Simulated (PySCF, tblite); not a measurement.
# C₃H₇FSi: dynamics, then NMR shifts and electronic excitations on frames

Aim: move C₃H₇FSi (`F[C@H]1CC[SiH2]1`) away from its starting geometry and see how NMR shifts and electronic excitations follow the geometry.

Programs: tblite 0.8.0 and PySCF 2.14.0, with density-fitted response routines of our own. Each step states its level of theory. These are calculated values for one molecule in the gas phase, unless marked as measured. Atoms are numbered from 0 throughout.

### Step 1. The starting structure

12 atoms, charge 0, multiplicity 1; geometry from: GFN2-xTB.

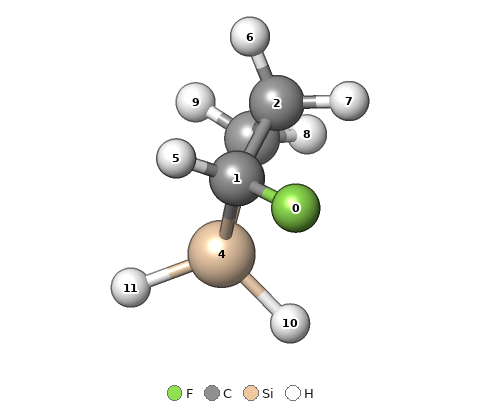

The starting geometry (fluorine green, carbon grey, silicon light orange, hydrogen white), atoms numbered.

### Step 2. Thermal motion with GFN2-xTB

Job settings and geometry (Å):

```
{"job": {"kind": "md", "xc": "GFN2-xTB", "basis": "xTB", "temperature": 300, "steps": 2000, "every": 50, "frames": 5}, "charge": 0, "multiplicity": 1}
F      0.272009     2.250262    -0.440836
C      0.306008     1.078231     0.298942
C     -1.025372     0.311289     0.258995
C     -0.496113    -1.107646    -0.036884
Si     1.241766    -0.429860    -0.468638
H      0.598172     1.382699     1.307838
H     -1.609429     0.388927     1.175142
H     -1.629949     0.688142    -0.564677
H     -1.054594    -1.626028    -0.812234
H     -0.516665    -1.738567     0.850001
H      1.532545    -0.268766    -1.889188
H      2.382820    -0.929367     0.295510
```

With the program's defaults for keys left out, this is: GFN2-xTB Langevin dynamics, gas phase.

The run is started by

```bash
$ OMP_NUM_THREADS=1 python probes_run.py task.json out
```

One launch serves the whole session: the jobs run in the order shown.

What it wrote:

```text
t/fs     T/K      E/eV
    0.0   261.5   -446.86074
   25.0   178.4   -446.53675
   50.0   289.1   -446.55461
   75.0   345.4   -446.40412
  100.0   346.6   -446.48060
  125.0   213.2   -446.45038
  150.0   249.4   -446.44695
  175.0   338.1   -446.41581
  200.0   334.5   -446.32073
  225.0   300.8   -446.38999
  250.0   260.4   -446.25661
  275.0   328.5   -446.44830
  300.0   320.9   -446.45860
  325.0   295.7   -446.32334
  350.0   373.3   -446.44247
  375.0   373.6   -446.54265
  400.0   346.6   -446.43598
  425.0   356.1   -446.42373
  450.0   461.2   -446.43894
  475.0   394.9   -446.39413
  500.0   460.7   -446.51125
  525.0   434.0   -446.46275
  550.0   235.9   -446.46692
  575.0   275.8   -446.45477
  600.0   390.1   -446.50109
  625.0   247.6   -446.39160
  650.0   249.9   -446.51780
  675.0   226.2   -446.46628
  700.0   329.5   -446.49400
  725.0   364.3   -446.64469
  750.0   176.8   -446.45729
  775.0   342.1   -446.58798
  800.0   338.9   -446.50552
  825.0   216.7   -446.37727
  850.0   329.4   -446.63225
  875.0   359.6   -446.54932
  900.0   269.5   -446.44699
  925.0   173.0   -446.52268
  950.0   197.0   -446.51435
  975.0   298.2   -446.56046
 1000.0   207.7   -446.48030
```

Run time: 8.2 s. Hardware: 1 thread of Arm Neoverse V1, shared host; peak memory 0.18 GiB.

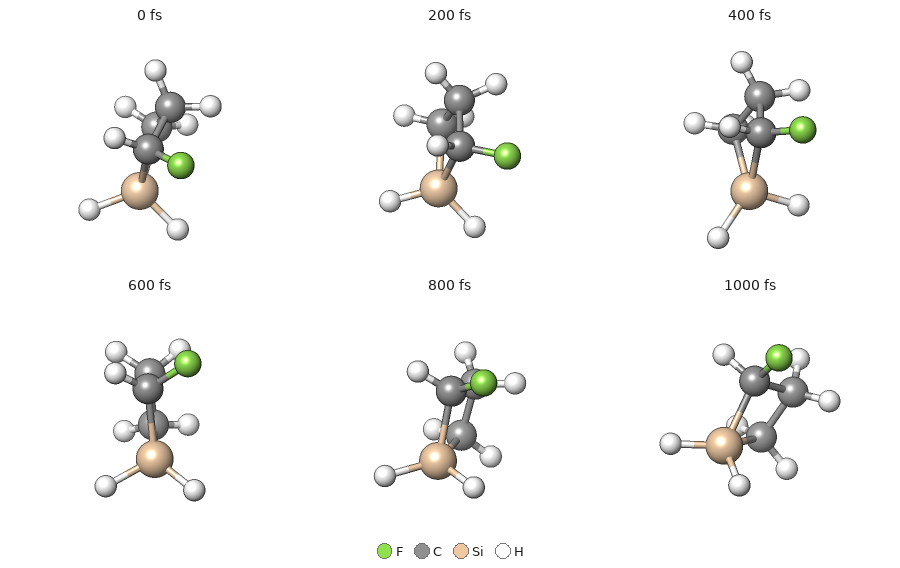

Frames of the run.

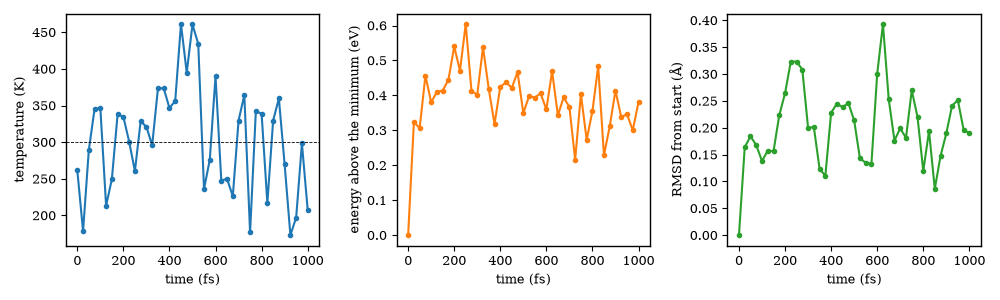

Temperature, potential energy and distance from the start.

Positions (Å) and forces (eV/Å) at 1000 fs:

```xyz
12

F    -1.444    1.758    1.234    0.915   -0.806    0.106
C    -0.655    0.563    1.179   -1.506    0.571    0.283
C    -1.067   -0.316   -0.056    0.361    0.263    1.588
C     0.360   -0.961   -0.157   -0.284    0.061   -1.370
Si    1.233    0.418    0.866   -0.237    0.439   -0.563
H    -0.812    0.074    2.184   -0.382    0.237   -0.920
H    -1.947   -0.972    0.167    0.941    0.252   -0.253
H    -1.365    0.353   -0.884    0.514   -0.440    0.334
H     0.673   -1.039   -1.236   -0.173   -0.347    1.147
H     0.403   -1.927    0.360   -0.060    0.132   -0.497
H     1.972    1.460    0.148   -0.196   -0.065   -0.145
H     1.990    0.197    2.079    0.107   -0.297    0.290
```

### Step 3. Nuclear shieldings: 250 fs, PBE0/pcSseg-1

Job settings and geometry (Å):

```
{"job": {"kind": "nmr", "xc": "PBE0", "basis": "pcSseg-1", "pop": false}, "charge": 0, "multiplicity": 1}
F     -0.699400     2.368900    -0.622000
C     -0.296500     1.549100     0.427100
C     -1.267700     0.614300     1.100500
C     -0.629500    -0.708800     0.743600
Si     0.947300     0.093700     0.042700
H      0.166200     2.277800     1.114400
H     -1.224800     0.807600     2.233400
H     -2.336000     0.611800     0.800800
H     -1.214700    -1.229200     0.043500
H     -0.436200    -1.397500     1.619800
H      0.759800    -0.328200    -1.434700
H      2.385900     0.197600     0.342000
```

Method: GIAO PBE0/pcSseg-1 NMR shielding, non-relativistic, gas phase.

What it wrote:

```text
coarse grid: 10312 points
cycle   1  E = -507.3114990759  dE =  4.324e-01  |g| = 5.202e-01  |ddm| = 3.024e+00
cycle   2  E = -507.2692254422  dE =  4.227e-02  |g| = 7.230e-01  |ddm| = 1.013e+00
cycle   3  E = -507.3673913001  dE = -9.817e-02  |g| = 3.542e-02  |ddm| = 6.039e-01
cycle   4  E = -507.3675148019  dE = -1.235e-04  |g| = 2.130e-02  |ddm| = 3.384e-02
cycle   5  E = -507.3676022150  dE = -8.741e-05  |g| = 6.609e-03  |ddm| = 2.184e-02
cycle   6  E = -507.3676124016  dE = -1.019e-05  |g| = 9.779e-04  |ddm| = 6.682e-03
cycle   7  E = -507.3676126198  dE = -2.183e-07  |g| = 2.316e-04  |ddm| = 8.922e-04
final grid: 94760 points
cycle   8  E = -507.4041236281  dE = -2.356e-05  |g| = 7.149e-03  |ddm| = 2.110e-02
cycle   9  E = -507.4041088181  dE =  1.481e-05  |g| = 1.092e-02  |ddm| = 1.484e-02
cycle  10  E = -507.4041359297  dE = -2.711e-05  |g| = 5.669e-04  |ddm| = 8.646e-03
cycle  11  E = -507.4041359723  dE = -4.251e-08  |g| = 2.580e-04  |ddm| = 5.545e-04
cycle  12  E = -507.4041359831  dE = -1.084e-08  |g| = 4.650e-05  |ddm| = 2.080e-04
cycle  13  E = -507.4041359836  dE = -4.915e-10  |g| = 1.176e-05  |ddm| = 6.954e-05
converged SCF energy = -507.4041359836

GIAO shielding tensors (ppm)
atom      isotropic    diamagn.    paramagn.     s11        s22        s33       span
  0 F      386.689     472.110     -85.421    303.935    388.340    467.792    163.857
  1 C       90.290     246.399    -156.109     46.689     84.070    140.111     93.422
  2 C      151.011     251.057    -100.045    131.661    149.015    172.358     40.697
  3 C      172.974     251.424     -78.450    155.179    168.239    195.504     40.325
  4 Si     380.500     878.883    -498.383    326.439    344.977    470.084    143.644
  5 H       25.866      29.079      -3.213     22.090     26.579     28.930      6.840
  6 H       27.691      28.180      -0.488     23.435     26.875     32.763      9.329
  7 H       28.189      28.733      -0.544     24.498     26.699     33.370      8.872
  8 H       30.231      32.207      -1.976     26.543     27.992     36.159      9.616
  9 H       29.236      28.931       0.305     26.095     26.610     35.005      8.910
 10 H       25.686      28.091      -2.405     22.879     24.550     29.628      6.749
 11 H       26.475      28.086      -1.611     24.103     24.430     30.890      6.787
```

Wall time 8.3 s (1 thread of Arm Neoverse V1, shared host); peak memory 0.56 GiB.

The references, computed at this level on geometries of the same kind, shield at (ppm): 1H TMS 31.72, 13C TMS 186.9, 29Si TMS 349.2, 19F CFCl3 170.9. Their shielding less the atom's gives the shift. The references are single molecules in the gas phase, so shifts against H2O, NH3, PH3, H3PO4 or CFCl3 are not on the usual liquid scales and can be off by tens of ppm. Each atom is listed at this fixed geometry, with no averaging over motion; a spectrum would average atoms that exchange fast.

```
atoms                                                environment  σ (ppm)  δ (ppm)
   C1                                  sp3 CH bonded to F and Si     90.3     96.6
   C2                                          sp3 CH2 in a ring    151.0     35.9
   C3                                       sp3 CH2 bonded to Si    173.0     14.0
  H10  hydrogen on a silicon bonded to 2 C, in a 4-membered ring    25.69     6.03
   H5                   hydrogen on an sp3 CH bonded to F and Si    25.87     5.85
  H11  hydrogen on a silicon bonded to 2 C, in a 4-membered ring    26.47     5.24
   H6                           hydrogen on an sp3 CH2 in a ring    27.69     4.03
   H7                           hydrogen on an sp3 CH2 in a ring    28.19     3.53
   H9                        hydrogen on an sp3 CH2 bonded to Si    29.24     2.48
   H8                        hydrogen on an sp3 CH2 bonded to Si    30.23     1.49
   F0                                  fluorine on an sp3 carbon    386.7   -215.7
  Si4           silicon bonded to 2 C, 2 H, in a 4-membered ring    380.5    -31.3
```

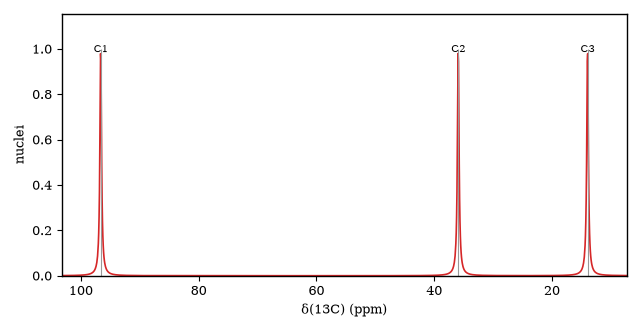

13C lines at the computed shifts, without couplings. Lines are broadened to a width of 0.33 ppm (Lorentzian).

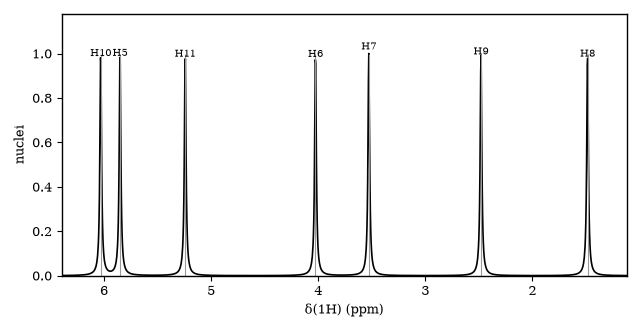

1H lines at the computed shifts, without couplings. Lines are broadened to a width of 0.02 ppm (Lorentzian).

Ring of atoms C1, C2, C3, Si4: NICS(0) 2.7, NICS(1) 0.0, NICS(1)zz 5.0 ppm (means of both faces; NICS(1) differs between them: -1.1 and 1.1).

### Step 4. TDDFT and polarisability: 250 fs, PBE0/def2-SVPD

The job, as its differences from that of step 3:

```diff
@@ -1,2 +1,2 @@
-{"job": {"kind": "nmr", "xc": "PBE0", "basis": "pcSseg-1", "pop": false}, "charge": 0, "multiplicity": 1}
+{"job": {"kind": "uv", "xc": "PBE0", "basis": "def2-SVPD", "nstates": 5, "ntriplets": 0}, "charge": 0, "multiplicity": 1}
 F     -0.699400     2.368900    -0.622000
```

With the program's defaults for keys left out, this is: TDDFT PBE0/def2-SVPD, vertical, gas phase, core orbitals frozen in the response.

What it wrote:

```text
coarse grid: 10312 points
cycle   1  E = -507.0846865931  dE =  3.929e-01  |g| = 4.769e-01  |ddm| = 4.237e+00
cycle   2  E = -507.0409652811  dE =  4.372e-02  |g| = 6.799e-01  |ddm| = 1.235e+00
cycle   3  E = -507.1357288711  dE = -9.476e-02  |g| = 4.289e-02  |ddm| = 6.669e-01
cycle   4  E = -507.1359214130  dE = -1.925e-04  |g| = 2.540e-02  |ddm| = 6.973e-02
cycle   5  E = -507.1360576127  dE = -1.362e-04  |g| = 6.218e-03  |ddm| = 3.609e-02
cycle   6  E = -507.1360666828  dE = -9.070e-06  |g| = 1.414e-03  |ddm| = 1.001e-02
final grid: 94760 points
cycle   7  E = -507.2031046763  dE = -1.642e-05  |g| = 8.429e-03  |ddm| = 6.894e-02
cycle   8  E = -507.2030827364  dE =  2.194e-05  |g| = 1.294e-02  |ddm| = 2.253e-02
cycle   9  E = -507.2031220888  dE = -3.935e-05  |g| = 6.255e-04  |ddm| = 1.336e-02
cycle  10  E = -507.2031221532  dE = -6.435e-08  |g| = 2.445e-04  |ddm| = 9.735e-04
cycle  11  E = -507.2031221645  dE = -1.130e-08  |g| = 4.083e-05  |ddm| = 3.204e-04
cycle  12  E = -507.2031221649  dE = -4.509e-10  |g| = 1.216e-05  |ddm| = 1.249e-04
converged SCF energy = -507.2031221649

Static polarisability (au): isotropic 64.051, principal 57.272 61.750 73.130

Singlet excitations
state   eV       nm        f      main configurations
  1   5.6649    218.9   0.01800   H->L 0.94
  2   6.4081    193.5   0.03008   H-1->L 0.92
  3   6.5501    189.3   0.01881   H->L+1 0.94
  4   6.7962    182.4   0.05567   H->L+2 0.89
  5   7.2680    170.6   0.02844   H-1->L+1 0.75, H-1->L+2 0.12
```

Wall time 12 s (1 thread of Arm Neoverse V1, shared host); peak memory 0.71 GiB.

Frontier orbitals and where they lie:

```
orbital     eV                        atoms
 HOMO−3  -9.76    C3 24 %, C2 23 %, F0 12 %
 HOMO−2  -9.27   F0 23 %, C1 15 %, Si4 14 %
 HOMO−1  -8.15  C3 26 %, Si4 25 %, H10 18 %
   HOMO  -7.45   C1 29 %, Si4 20 %, F0 19 %
   LUMO  -0.46  Si4 36 %, C3 15 %, H11 14 %
 LUMO+1   0.35    Si4 39 %, H11 9 %, C2 8 %
 LUMO+2   0.52  Si4 32 %, H11 14 %, C1 11 %
```

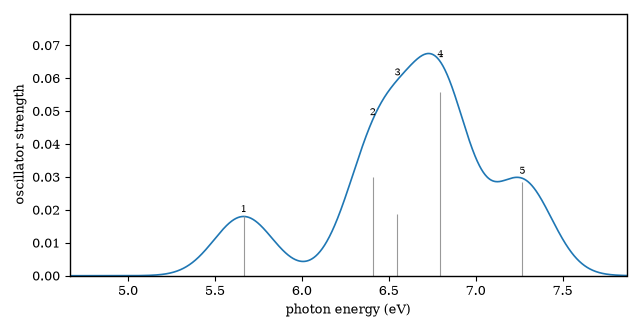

Absorption spectrum from the 5 singlet states computed; above the last one it falls off for lack of states. Lines are broadened to a width of 0.40 eV (Gaussian).

Ground-state properties from the same run:

```
           property  computed
  dipole moment (D)      2.56
polarisability (Å³)      9.49
 HOMO–LUMO gap (eV)      6.99
      −ε(HOMO) (eV)      7.45
```

### Step 5. Shielding tensors: 425 fs, PBE0/pcSseg-1

Job settings and geometry (Å):

```
{"job": {"kind": "nmr", "xc": "PBE0", "basis": "pcSseg-1", "pop": false}, "charge": 0, "multiplicity": 1}
F     -1.100800     2.409900     0.275700
C     -0.520000     1.364600     0.896800
C     -1.369900     0.093800     1.054100
C     -0.216600    -0.943500     0.943900
Si     0.754900     0.361900    -0.010200
H     -0.171500     1.613000     1.909200
H     -1.919300    -0.068400     1.959300
H     -2.043600    -0.011000     0.234800
H     -0.481700    -1.902000     0.382300
H      0.364200    -1.267100     1.824000
H      0.588900     0.174800    -1.493800
H      2.081300     0.797000     0.301700
```

With the program's defaults for keys left out, this is: GIAO PBE0/pcSseg-1 NMR shielding, non-relativistic, gas phase.

What it wrote:

```text
coarse grid: 10312 points
cycle   1  E = -507.3434732415  dE =  5.330e-01  |g| = 4.729e-01  |ddm| = 3.015e+00
cycle   2  E = -507.3235587327  dE =  1.991e-02  |g| = 5.983e-01  |ddm| = 7.945e-01
cycle   3  E = -507.3868035178  dE = -6.324e-02  |g| = 3.550e-02  |ddm| = 4.565e-01
cycle   4  E = -507.3869550601  dE = -1.515e-04  |g| = 1.850e-02  |ddm| = 3.378e-02
cycle   5  E = -507.3870262251  dE = -7.117e-05  |g| = 5.290e-03  |ddm| = 1.870e-02
cycle   6  E = -507.3870324897  dE = -6.265e-06  |g| = 1.188e-03  |ddm| = 5.491e-03
final grid: 94760 points
cycle   7  E = -507.4234640811  dE = -2.295e-05  |g| = 7.616e-03  |ddm| = 1.947e-02
cycle   8  E = -507.4234504526  dE =  1.363e-05  |g| = 1.094e-02  |ddm| = 1.495e-02
cycle   9  E = -507.4234781289  dE = -2.768e-05  |g| = 6.512e-04  |ddm| = 8.762e-03
cycle  10  E = -507.4234781898  dE = -6.089e-08  |g| = 2.373e-04  |ddm| = 6.610e-04
cycle  11  E = -507.4234781987  dE = -8.898e-09  |g| = 3.242e-05  |ddm| = 2.002e-04
cycle  12  E = -507.4234781989  dE = -2.093e-10  |g| = 1.287e-05  |ddm| = 3.802e-05
converged SCF energy = -507.4234781989

GIAO shielding tensors (ppm)
atom      isotropic    diamagn.    paramagn.     s11        s22        s33       span
  0 F      401.821     470.796     -68.975    340.500    401.494    463.469    122.969
  1 C      107.355     249.378    -142.023     66.205     81.939    173.921    107.716
  2 C      155.351     252.491     -97.140    132.601    155.186    178.265     45.663
  3 C      188.237     254.577     -66.340    168.693    190.068    205.950     37.256
  4 Si     378.957     879.663    -500.706    333.614    365.681    437.576    103.962
  5 H       26.894      29.822      -2.929     23.580     27.657     29.445      5.865
  6 H       29.072      29.787      -0.715     24.314     27.037     35.866     11.552
  7 H       29.720      31.925      -2.205     26.812     28.351     33.996      7.184
  8 H       29.583      29.772      -0.189     25.014     26.632     37.103     12.088
  9 H       30.563      30.427       0.137     26.563     27.709     37.418     10.855
 10 H       26.440      28.387      -1.947     24.222     24.510     30.587      6.364
 11 H       27.220      29.599      -2.379     23.834     24.724     33.103      9.268
```

Wall time 7.8 s (1 thread of Arm Neoverse V1, shared host); peak memory 0.62 GiB.

This run: δ C1 79.6, C2 31.6, C3 -1.3, F0 -230.9, H10 5.28, H5 4.82 ppm.

### Step 6. Ultraviolet spectrum: 425 fs, PBE0/def2-SVPD

The job, as its differences from that of step 5:

```diff
@@ -1,2 +1,2 @@
-{"job": {"kind": "nmr", "xc": "PBE0", "basis": "pcSseg-1", "pop": false}, "charge": 0, "multiplicity": 1}
+{"job": {"kind": "uv", "xc": "PBE0", "basis": "def2-SVPD", "nstates": 5, "ntriplets": 0}, "charge": 0, "multiplicity": 1}
 F     -1.100800     2.409900     0.275700
```

Level: TDDFT PBE0/def2-SVPD, vertical, gas phase, core orbitals frozen in the response.

What it wrote:

```text
coarse grid: 10312 points
cycle   1  E = -507.1149579542  dE =  4.951e-01  |g| = 4.316e-01  |ddm| = 4.246e+00
cycle   2  E = -507.0943132410  dE =  2.064e-02  |g| = 5.558e-01  |ddm| = 1.019e+00
cycle   3  E = -507.1541761132  dE = -5.986e-02  |g| = 3.897e-02  |ddm| = 5.199e-01
cycle   4  E = -507.1543564816  dE = -1.804e-04  |g| = 2.029e-02  |ddm| = 5.671e-02
cycle   5  E = -507.1544438931  dE = -8.741e-05  |g| = 5.326e-03  |ddm| = 2.789e-02
cycle   6  E = -507.1544505981  dE = -6.705e-06  |g| = 9.946e-04  |ddm| = 8.124e-03
final grid: 94760 points
cycle   7  E = -507.2213411768  dE = -2.073e-05  |g| = 7.246e-03  |ddm| = 7.229e-02
cycle   8  E = -507.2213287311  dE =  1.245e-05  |g| = 1.033e-02  |ddm| = 1.794e-02
cycle   9  E = -507.2213540728  dE = -2.534e-05  |g| = 6.560e-04  |ddm| = 1.082e-02
cycle  10  E = -507.2213541474  dE = -7.464e-08  |g| = 2.020e-04  |ddm| = 1.110e-03
cycle  11  E = -507.2213541552  dE = -7.787e-09  |g| = 3.374e-05  |ddm| = 3.035e-04
cycle  12  E = -507.2213541555  dE = -2.724e-10  |g| = 1.154e-05  |ddm| = 9.227e-05
converged SCF energy = -507.2213541555

Static polarisability (au): isotropic 61.189, principal 55.198 60.507 67.861

Singlet excitations
state   eV       nm        f      main configurations
  1   6.5228    190.1   0.01726   H->L 0.92
  2   6.9941    177.3   0.06645   H-1->L 0.92
  3   7.2805    170.3   0.02282   H->L+1 0.97
  4   7.5827    163.5   0.00478   H-1->L+1 0.85, H-2->L 0.12
  5   7.6049    163.0   0.00908   H-2->L 0.64, H->L+2 0.20, H-1->L+1 0.10
```

Run time: 12 s. Hardware: 1 thread of Arm Neoverse V1, shared host; peak memory 0.71 GiB.

This run: HOMO -7.87 eV, LUMO -0.03 eV; lowest singlet 6.52 eV.

### Step 7. NMR shieldings: 625 fs, PBE0/pcSseg-1

Job settings and geometry (Å):

```
{"job": {"kind": "nmr", "xc": "PBE0", "basis": "pcSseg-1", "pop": false}, "charge": 0, "multiplicity": 1}
F     -1.588100     1.921200     0.932100
C     -0.502700     1.025000     1.169200
C     -0.903400    -0.456400     1.092300
C      0.041500    -0.984800     0.009100
Si     0.940300     0.767900    -0.104300
H     -0.091500     1.391100     2.108700
H     -0.701000    -0.811600     2.030200
H     -1.961200    -0.643100     0.955400
H     -0.493400    -1.396500    -0.855900
H      0.704900    -1.749900     0.418900
H      1.290700     1.314000    -1.436000
H      2.116800     0.884600     0.860400
```

Method: GIAO PBE0/pcSseg-1 NMR shielding, non-relativistic, gas phase.

What it wrote:

```text
coarse grid: 10312 points
cycle   1  E = -507.3208799197  dE =  3.663e-01  |g| = 5.275e-01  |ddm| = 3.002e+00
cycle   2  E = -507.2784897583  dE =  4.239e-02  |g| = 7.429e-01  |ddm| = 9.206e-01
cycle   3  E = -507.3759656663  dE = -9.748e-02  |g| = 4.947e-02  |ddm| = 5.418e-01
cycle   4  E = -507.3762087054  dE = -2.430e-04  |g| = 3.334e-02  |ddm| = 5.792e-02
cycle   5  E = -507.3764612793  dE = -2.526e-04  |g| = 4.928e-03  |ddm| = 3.113e-02
cycle   6  E = -507.3764665732  dE = -5.294e-06  |g| = 1.549e-03  |ddm| = 5.944e-03
final grid: 94760 points
cycle   7  E = -507.4135304336  dE = -2.320e-05  |g| = 8.195e-03  |ddm| = 1.984e-02
cycle   8  E = -507.4135127683  dE =  1.767e-05  |g| = 1.222e-02  |ddm| = 1.598e-02
cycle   9  E = -507.4135464246  dE = -3.366e-05  |g| = 8.292e-04  |ddm| = 9.451e-03
cycle  10  E = -507.4135465245  dE = -9.984e-08  |g| = 2.972e-04  |ddm| = 7.791e-04
cycle  11  E = -507.4135465397  dE = -1.526e-08  |g| = 4.670e-05  |ddm| = 2.411e-04
cycle  12  E = -507.4135465402  dE = -5.101e-10  |g| = 1.364e-05  |ddm| = 6.446e-05
converged SCF energy = -507.4135465402

GIAO shielding tensors (ppm)
atom      isotropic    diamagn.    paramagn.     s11        s22        s33       span
  0 F      382.703     472.341     -89.637    315.473    374.939    457.699    142.226
  1 C       79.113     247.566    -168.453     32.652     77.331    127.357     94.705
  2 C      159.274     249.964     -90.690    124.538    165.032    188.252     63.713
  3 C      175.312     250.131     -74.818    151.799    175.121    199.016     47.217
  4 Si     371.306     877.918    -506.613    319.704    341.293    452.921    133.217
  5 H       25.826      29.877      -4.051     22.554     25.924     29.001      6.447
  6 H       30.215      32.168      -1.953     26.505     29.536     34.603      8.097
  7 H       29.468      29.868      -0.400     25.283     27.851     35.271      9.988
  8 H       29.575      30.082      -0.507     25.793     27.156     35.777      9.983
  9 H       29.921      30.065      -0.144     26.522     27.583     35.656      9.134
 10 H       26.118      27.566      -1.448     23.617     23.897     30.841      7.224
 11 H       26.288      28.152      -1.863     24.052     24.546     30.267      6.215
```

It took 7.7 s on 1 thread of Arm Neoverse V1, shared host; peak memory 0.62 GiB.

This run: δ C1 107.8, C2 27.7, C3 11.6, F0 -211.8, H5 5.89, H10 5.60 ppm.

[end of part 1 of 2]
